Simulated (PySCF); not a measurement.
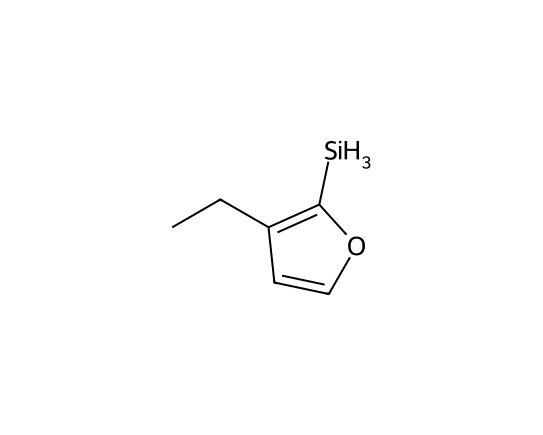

Simulated data, not a measurement (program: PySCF).

2D structure.

Question: Give its SMILES.

Answer: CCc1ccoc1[SiH3]

Question: Give the formula, hydrogens included.

Answer: C6H10OSi.

Question: An optimisation with GFN2-xTB gave a structure of which point group?

Answer: C1. Other conformers may differ.
